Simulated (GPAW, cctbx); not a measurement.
# SrTiP2: deformation density and structure factors from DFT

Question: by how much does bonding change the X-ray structure factors of SrTiP2, how firmly does DFT give the change, and what does a routine refinement make of it?

The cell comes from substitution in a known structure type and wasn't matched to any measured phase. All numbers below are calculated.

### 1. Find the equilibrium geometry

The density hangs on the geometry, so cell and atoms are relaxed first, with the symmetry held. The cutoff is set higher than for the density because stress converges slowly with plane waves.

Settings: GPAW 26.7.0, PBE, 570 eV, 4×4×4 k-points, Fermi–Dirac width 0.1 eV, BFGS to 0.03 eV/Å.

```text
cell
1.0
     6.180000000    0.000000000    0.000000000
     0.000000000    6.180000000    0.000000000
    -3.090000000   -3.090000000    6.076000000
Sr Ti P
2 2 4
Direct
0.250000000 0.750000000 0.500000000
0.000000000 0.000000000 0.000000000
0.750000000 0.250000000 0.500000000
0.500000000 0.500000000 0.000000000
0.625000000 0.144800000 0.750000000
0.125000000 0.605200000 0.750000000
0.855200000 0.875000000 0.250000000
0.394800000 0.375000000 0.250000000
```

```console
$ OMP_NUM_THREADS=1 mpirun -n 4 gpaw python run.py > gpaw.log
```

```text
BFGS:    0      -41.534816        3.112737
BFGS:    1      -42.059407        2.772123
BFGS:    2      -43.385448        1.626013
BFGS:    3      -44.038465        0.534378
...
BFGS:   27      -44.663108        0.210425
BFGS:   28      -44.676471        0.129168
BFGS:   29      -44.679284        0.020576
cell  6.9901 6.9901 6.4852  122.61 122.61 90.00
volume 205.142 A^3, largest force 0.018 eV/A, largest stress 0.13 GPa
```

The cell moved far, while the k-mesh and basis were chosen for the start, so the final shape may be somewhat biased.

After 29 steps the volume has changed by -11.6 % and the energy by -3.144 eV; the largest stress left is 0.13 GPa. It took 15 min on 4 cores of Arm Neoverse V2 (shared host), peak memory 1.7 GiB.

Relaxed structure: I-42d (no. 122), a = 6.9901 Å, b = 6.9901 Å, c = 8.3968 Å, α = 90.00°, β = 90.00°, γ = 90.00°.

| atom | mult. | x | y | z |
| --- | --- | --- | --- | --- |
| Sr1 | 4 | 1/2 | 0 | 3/4 |
| Ti1 | 4 | 0 | 1/2 | 3/4 |
| P1 | 8 | 0.6768 | 1/4 | 1/8 |

### 2. The all-electron density

X-rays see the whole electron density, so the PAW density is rebuilt with its core regions. Subtracting spherical free atoms from the same code cancels the cores and leaves the deformation density Δρ, the part due to bonding.

Settings: PBE, 450 eV, 5×5×5 k-points, Fermi–Dirac width 0.1 eV; primitive cell of 8 atoms.

```console
$ OMP_NUM_THREADS=1 mpirun -n 4 gpaw python run.py > gpaw.log
```

```text
|iter:   1|       0s |  -46.752879 | -0.18 |       |
|iter:   2|       2s |  -46.119690 | -1.41 | -0.97 |
|iter:   3|       3s |  -44.625206 | -0.72 | -1.04 |
...
|iter:  10|      14s |  -44.610517c| -6.22 | -3.83 |
|iter:  11|      16s |  -44.610508c| -6.94 | -4.31c|
|iter:  12|      17s |  -44.610509c| -7.56c| -4.73c|
```

```text
grid (64, 64, 64)  electrons 180.000  moved by bonding 2.308 e
deformation density beyond 0.5 A of the nuclei: max 0.383, min -0.308 e/A^3
atom        x       y       z   Voronoi charge  moment
Sr1    0.5000  0.7500  0.2500      0.324       0.00
Sr2    0.0000  0.0000  0.0000      0.324       0.00
Ti3    0.5000  0.2500  0.7500      0.286       0.00
Ti4    0.0000  0.5000  0.5000      0.286       0.00
P 5    0.9268  0.3750  0.8018     -0.305       0.00
P 6    0.0732  0.8750  0.4482     -0.305       0.00
P 7    0.5732  0.1982  0.1250     -0.305       0.00
P 8    0.4268  0.5518  0.6250     -0.305       0.00
mean inner potential of superposed free atoms 14.749 V
total magnetic moment 0.000 muB
```

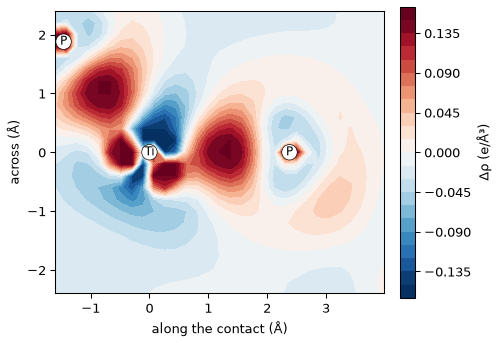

Deformation density in a plane through the shortest contact of the Ti atom at the origin; red gains electrons, blue loses them.

P gains most (-0.30 e) and Sr loses most (+0.32 e), as electronegativity suggests. Such charges fall far short of formal ones, since overlapping free atoms already put density on their neighbours. Along the shortest contact from the Ti atom at the map's origin, Ti–P at 2.38 Å, Δρ is +0.16 e/Å³ at the midpoint and highest, +0.17, 1.31 Å from Ti (points within 0.5 Å of a nucleus left out): a bond charge, the mark of covalency. At the midpoints of other shortest contacts it is +0.03 (Sr–P, 3.04 Å) e/Å³. Point values carry grid noise of about 0.01 e/Å³. The run needed 12 iterations, 24 s.

### 3. From the density to structure factors

The Fourier components of Δρ, added to those of the free atoms, give the static X-ray structure factors; the Mott–Bethe relation turns them into the Fourier components V of the potential that fast electrons feel.

```text
static structure factors of the conventional cell: F in electrons, V (Mott-Bethe) in volts
   h  k  l      d  |F| table  |F| free   |F| DFT   change   |V| free  |V| DFT  change %
   1  0  1  5.3722    19.067    19.155    18.612   -0.542     0.174    0.001    -99.5
   2  0  0  3.4950   125.359   125.322   123.938   -1.384     2.502    2.691      7.5
   1  1  2  3.1999   213.661   213.680   214.784    1.104     5.685    5.540     -2.6
   2  1  1  2.9296    69.630    69.806    70.538    0.732     1.637    1.565     -4.4
   2  0  2  2.6861    16.807    16.843    17.086    0.243     0.549    0.530     -3.6
   1  0  3  2.5984    58.393    58.544    58.846    0.302     1.007    0.984     -2.3
   2  2  0  2.4714   233.298   233.121   232.843   -0.278     5.429    5.448      0.3
   3  0  1  2.2452    77.300    77.472    77.587    0.114     1.503    1.497     -0.4
   3  1  0  2.2105    27.615    27.667    27.722    0.055     0.804    0.801     -0.4
   0  0  4  2.0992    96.768    96.399    96.614    0.215     1.162    1.151     -0.9
   2  1  3  2.0852    36.919    36.996    37.196    0.200     0.855    0.848     -0.8
   3  1  2  1.9559   172.923   172.757   172.145   -0.612     3.256    3.285      0.9
   3  2  1  1.8890    28.984    29.021    28.597   -0.424     0.959    0.988      3.1
   2  0  4  1.7996   219.279   219.226   219.007   -0.219     4.237    4.245      0.2
```

The largest X-ray change is -1.38 e on 200, 1.1 % of |F|. For electrons V goes as (Z − F)/g², so a change of F counts against Z − F, which is small at low angle and wherever the atoms' terms cancel: |V| of 101 moves by -99.5 % (0.17 to 0.00 V) against -2.8 % in |F|. These compare absolute values; so weak a component may also change sign. The last three rows still change by up to 0.61 e; the table stops while the angles are still low. The tabulated Hartree–Fock atoms differ from the free DFT atoms by up to 0.37 e, so the choice of reference atom matters too.

### 4. Convergence

Cutoff and k-mesh: one is changed at a time, to find what the result needs.

```
         run  ΔF 200 (e)  ΔF 112 (e)  ΔF 211 (e)  q(P) (e)  moved (e)   time
450 eV 5×5×5      -1.384      +1.104      +0.732    -0.305      2.308   24 s
250 eV 5×5×5      -1.410      +1.078      +0.742    -0.307      2.274   14 s
350 eV 5×5×5      -1.391      +1.096      +0.738    -0.306      2.299   20 s
750 eV 5×5×5      -1.382      +1.103      +0.731    -0.305      2.312   64 s
450 eV 2×2×2      -1.392      +1.110      +0.741    -0.307      2.318  9.8 s
450 eV 3×3×3      -1.386      +1.103      +0.733    -0.305      2.308   10 s
```

Within 0.03 e of the base on all three: 450 eV 2×2×2, 450 eV 3×3×3, 250 eV 5×5×5, 350 eV 5×5×5 and 750 eV 5×5×5. The largest error, 0.026 e, comes with 250 eV 5×5×5. Times are from shared hosts.

### 5. Refining ordinary atoms against data with bonding

Routine crystallography fits spherical atoms. To see the bias, intensities are simulated from tabulated atoms plus the DFT change ΔF, so that bonding alone can misfit (6608 reflections of the full sphere, merged to the counts below, to 0.5 Å, 0.5 % proportional noise plus counting noise, assumed isotropic U as listed, Δρ smeared by the mean U) and refined with cctbx over different ranges.

| range | data | R1 | GooF | U Sr1 (true 0.0066) | U Ti1 (true 0.008) | U P1 (true 0.009) | largest shift (Å) | Δρ max, min (e/Å³) |
| --- | --- | --- | --- | --- | --- | --- | --- | --- |
| all data | 863 | 0.0047 | 1.08 | 0.0066 | 0.0080 | 0.0090 | 0.0000 | 0.15, -0.15 |
| low resolution, d > 0.84 | 182 | 0.0036 | 1.41 | 0.0065 | 0.0080 | 0.0090 | 0.0002 | 0.08, -0.08 |
| high order, d < 0.75 | 603 | 0.0057 | 0.98 | 0.0066 | 0.0080 | 0.0090 | 0.0001 | 0.12, -0.09 |
| occupancies free, d > 0.7 | 313 | 0.0036 | 1.23 | 0.0066 | 0.0079 | 0.0089 | 0.0001 | 0.08, -0.10 |

With all data GooF is 1.08, diluted by the many high-angle data; the misfit shows at low resolution; the top residual peak lies 0.97 Å from P and 2.03 Å from Ti. No U is off by more than 3 s.u. at low resolution. With Sr1 held at 1 and the scale free, the other occupancies refine to Ti1 0.998(0.002) and P1 1.000(0.002), within three s.u. of full.

### 6. Answer

Bonding moves 2.31 e in the primitive cell of SrTiP2 and changes the structure factors of the conventional cell in the table above by at most 1.38 e (200, 1.1 %), and among reflections above 2 % of the strongest by up to 2.8 % (101). The shortest bond, Ti–P, has Δρ = +0.16 e/Å³ at its midpoint, a covalent bond charge. Within 0.03 e of the base on all three: 450 eV 2×2×2, 450 eV 3×3×3, 250 eV 5×5×5, 350 eV 5×5×5 and 750 eV 5×5×5. The largest error, 0.026 e, comes with 250 eV 5×5×5. With all data GooF is 1.08, diluted by the many high-angle data. Limits: static density, frozen cores, no spin–orbit coupling.

[Outputs are excerpts: Python notices, other lines and further rows are left out; steps that failed or that the build refused (PBEsol, TPSS) are not shown.]

[Logs are printed without paths, hosts, clocks, repeated set-up lines and the standing remarks that a program may print on its own settings, such as how far it seeks lower states.]
